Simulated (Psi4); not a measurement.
# S2 (sulfur dimer) at UTPSS/cc-pVTZ

Aim: the vertical ionisation energy of S2 (sulfur dimer) at UTPSS/cc-pVTZ, from 2 runs. 

The results are computed with Psi4 1.11.

10 further runs of the same task are left out: 8 that didn't finish, 2 set aside as unsound or not needed.

### 1 The system as given

S2 has 2 atoms, charge 0, and is taken as a triplet. As SMILES, `S=S`. The bond length is the measured one.

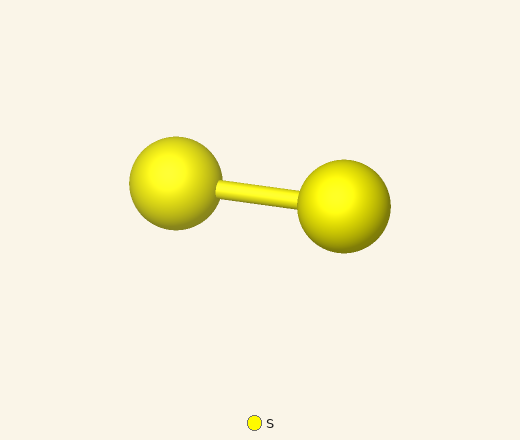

Viewed from a chosen angle; sulfur yellow.

### 2 Energy and gradient at UTPSS/cc-pVTZ

File calc.py:

```python
import psi4

psi4.set_memory(1600000000)
psi4.set_num_threads(1)
psi4.set_output_file('run.log', False)

m = psi4.geometry("""
0 3
S      0.000000     0.000000     0.000000
S      0.000000     0.000000     1.889200
units angstrom
symmetry c1
""")

options = {'basis': 'cc-pVTZ', 'reference': 'uks', 'puream': True, 'e_convergence': 1e-09, 'd_convergence': 1e-08, 'scf_type': 'pk', 'dft_radial_points': 99, 'dft_spherical_points': 590, 'maxiter': 100}
psi4.set_options(options)

e, wfn = psi4.gradient('TPSS', return_wfn=True)
psi4.oeprop(wfn, 'DIPOLE', 'QUADRUPOLE', 'WIBERG_LOWDIN_INDICES')
print('gradient / Eh bohr^-1')
print(e.np.round(6))
print(f'energy = {wfn.energy():.10f} Eh')
```

On the command line:

```sh
$ python calc.py
```

run.log:

```text
[...]
  Running in c1 symmetry.
[...]
  Nuclear repulsion =   71.707265472962106
[...]
  Multiplicity = 3
[...]
  Nalpha       = 17
  Nbeta        = 15
[...]
    Number of basis functions: 68
[...]
   @UKS iter   1:  -796.40413738402606   -1.07432e-01   5.19548e-03 DIIS/ADIIS
[...]
   @UKS iter   9:  -796.45306990097868   -1.93268e-12   2.63625e-09 DIIS
[...]
   @S^2 Observed:                2.006444704E+00
[...]
    Orbital Energies [Eh]
    ---------------------
    Alpha Occupied:
       1A    -88.437171     2A    -88.437165     3A     -7.791891
       4A     -7.791736     5A     -5.771151     6A     -5.770354
       7A     -5.770049     8A     -5.770049     9A     -5.769984
      10A     -5.769984    11A     -0.782674    12A     -0.583764
      13A     -0.367413    14A     -0.345139    15A     -0.345139
      16A     -0.216898    17A     -0.216898
    Alpha Virtual:
      18A     -0.030218    19A      0.155112    20A      0.195388
      21A      0.195388    22A      0.220666    23A      0.230053
      24A      0.230053    25A      0.271515    26A      0.273811
[...]
  @UKS Final Energy:  -796.45306990097868
   => Energetics <=
    Nuclear Repulsion Energy =             71.7072654729621064
    One-Electron Energy =               -1242.1491124645458513
    Two-Electron Energy =                 425.3635379906696130
    DFT Exchange-Correlation Energy =     -51.3747609000643664
    Empirical Dispersion Energy =           0.0000000000000000
    VV10 Nonlocal Energy =                  0.0000000000000000
    Total Energy =                       -796.4530699009786758
[...]
  -Total Gradient:
     Atom            X                  Y                   Z
    ------   -----------------  -----------------  -----------------
       1       -0.000000000000    -0.000000000000     0.017267882040
       2       -0.000000000000     0.000000000000    -0.017267882040
[...]
 Multipole Moments:
 ------------------------------------------------------------------------------------
     Multipole            Electronic (a.u.)      Nuclear  (a.u.)        Total (a.u.)
 ------------------------------------------------------------------------------------
 L = 1.  Multiply by 2.5417464519 to convert [e a0] to [Debye]
 Dipole X            :         -0.0000000            0.0000000           -0.0000000
 Dipole Y            :         -0.0000000            0.0000000           -0.0000000
 Dipole Z            :          0.0000000            0.0000000            0.0000000
 Magnitude           :                                                    0.0000000
 L = 2.  Multiply by 1.3450342976 to convert [e a0^2] to [Debye ang]
 Quadrupole XX       :        -19.0132864            0.0000000          -19.0132864
 Quadrupole XY       :          0.0000000            0.0000000            0.0000000
[...]
```

The script printed:

```text
gradient / Eh bohr^-1
[[-0.       -0.        0.017268]
 [-0.        0.       -0.017268]]
energy = -796.4530699010 Eh
```

It took 41 s on 1 thread of AMD EPYC 7R43 (Zen 3), shared host; peak memory 0.93 GiB.

### 3 The doublet cation, same level

File s2.py:

```python
import psi4

psi4.set_memory('1600 MB')
psi4.set_num_threads(1)
psi4.core.set_output_file('psi4.out', False)

molecule = psi4.geometry("""
1 2
S      0.00000000     0.00000000     0.00000000
S      0.00000000     0.00000000     3.57007059
units bohr
symmetry c1
""")

options = {'reference': 'uks', 'puream': True, 'e_convergence': 1e-09, 'd_convergence': 1e-08, 'scf_type': 'pk', 'dft_radial_points': 99, 'dft_spherical_points': 590, 'maxiter': 100}
psi4.set_options(options)

E, wfn = psi4.gradient('tpss/cc-pVTZ', molecule=molecule, return_wfn=True)
print('gradient / Eh bohr^-1')
print(E.np.round(6))
print(f'energy = {wfn.energy():.10f} Eh')
```

On the command line:

```sh
$ python s2.py
```

psi4.out:

```text
[...]
  Running in c1 symmetry.
[...]
  Nuclear repulsion =   71.707265597793125
[...]
  Multiplicity = 2
[...]
  Nalpha       = 16
  Nbeta        = 15
[...]
    Number of basis functions: 68
[...]
   @UKS iter   1:  -796.09121084146716    2.05495e-01   3.27538e-03 ADIIS/DIIS
[...]
   @UKS iter   9:  -796.10322872734719   -1.36424e-12   1.85932e-09 DIIS
[...]
   @S^2 Observed:                7.540171800E-01
[...]
    Orbital Energies [Eh]
    ---------------------
    Alpha Occupied:
       1A    -88.767145     2A    -88.767139     3A     -8.115718
       4A     -8.115566     5A     -6.097309     6A     -6.097244
       7A     -6.093758     8A     -6.092973     9A     -6.091941
      10A     -6.091877    11A     -1.075627    12A     -0.868673
      13A     -0.651044    14A     -0.624397    15A     -0.621382
      16A     -0.494377
    Alpha Virtual:
      17A     -0.483852    18A     -0.297809    19A     -0.096523
      20A     -0.065177    21A     -0.063908    22A     -0.036201
      23A     -0.034931    24A      0.004996    25A      0.032721
[...]
  @UKS Final Energy:  -796.10322872734719
   => Energetics <=
    Nuclear Repulsion Energy =             71.7072655977931248
    One-Electron Energy =               -1232.1811309696331591
    Two-Electron Energy =                 415.3968017378136892
    DFT Exchange-Correlation Energy =     -51.0261650933208060
    Empirical Dispersion Energy =           0.0000000000000000
    VV10 Nonlocal Energy =                  0.0000000000000000
    Total Energy =                       -796.1032287273471866
[...]
 Multipole Moments:
 ------------------------------------------------------------------------------------
     Multipole            Electronic (a.u.)      Nuclear  (a.u.)        Total (a.u.)
 ------------------------------------------------------------------------------------
 L = 1.  Multiply by 2.5417464519 to convert [e a0] to [Debye]
 Dipole X            :         -0.0000000            0.0000000           -0.0000000
 Dipole Y            :          0.0000000            0.0000000            0.0000000
 Dipole Z            :         -0.0000001            0.0000000           -0.0000001
 Magnitude           :                                                    0.0000001
[...]
  -Total Gradient:
     Atom            X                  Y                   Z
    ------   -----------------  -----------------  -----------------
       1       -0.000000000001    -0.000000000000    -0.031697305233
       2        0.000000000000     0.000000000000     0.031697305233
[...]
```

Standard output:

```text
gradient / Eh bohr^-1
[[-0.       -0.       -0.031697]
 [ 0.        0.        0.031697]]
energy = -796.1032287273 Eh
```

It took 41 s on 1 thread of AMD EPYC 7R43 (Zen 3), shared host; peak memory 0.93 GiB.

### 4 Outcome

At UTPSS/cc-pVTZ:

```
                                          quantity          value
                          triplet S2: total energy  -796.45307 Eh
                         triplet S2: dipole moment         0.00 D
    triplet S2: HOMO energy (highest over α and β)       -5.90 eV
     triplet S2: LUMO energy (lowest over α and β)       -4.39 eV
                                  triplet S2: ⟨S²⟩          2.006
              triplet S2: largest force on an atom     0.888 eV/Å
                      doublet cation: total energy  -796.10323 Eh
doublet cation: HOMO energy (highest over α and β)      -13.45 eV
 doublet cation: LUMO energy (lowest over α and β)      -13.17 eV
                              doublet cation: ⟨S²⟩          0.754
          doublet cation: largest force on an atom     1.630 eV/Å
vertical ionisation energy (to the doublet cation)       9.520 eV
```

What this shows: Removing an electron at fixed nuclei costs 9.52 eV (919 kJ/mol). The largest force (triplet S2) is 0.89 eV/Å: the shape isn't a stationary point for this species at this level.
